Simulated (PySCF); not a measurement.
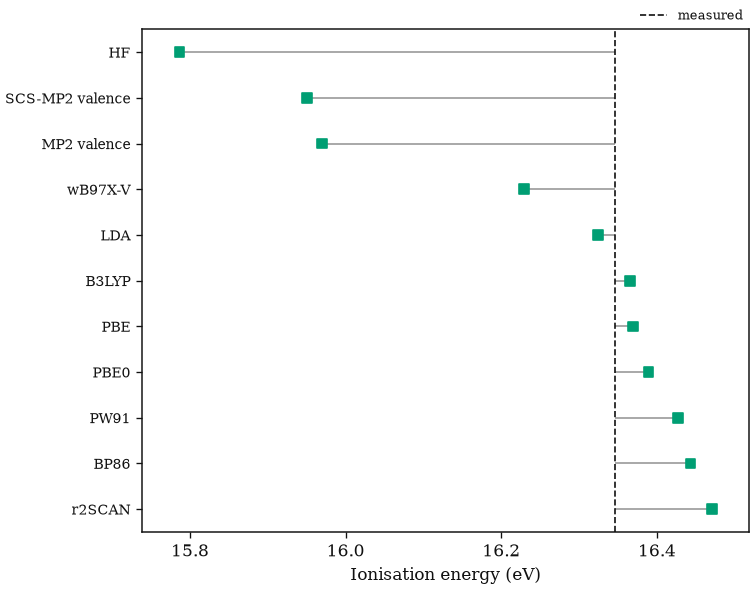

The ionisation energy of an atom or ion with 13 electrons in the configuration [Ne] 3s² 3p by several methods. PySCF, dyall-av2z, non-relativistic, unrestricted single determinants, no spin-orbit coupling. Methods marked “valence” freeze 10 core electrons.

Q: Which atom or ion is it?

A: Si II (Si⁺). The values run from 15.786 eV (HF) to 16.471 eV (r2SCAN). The measured value is 16.346 eV; nearest to it come B3LYP (+0.020) and LDA (−0.021), furthest HF (−0.559 eV). These values lack spin-orbit coupling; with the first-order correction of +0.020 eV added, LDA comes nearest (−0.001).
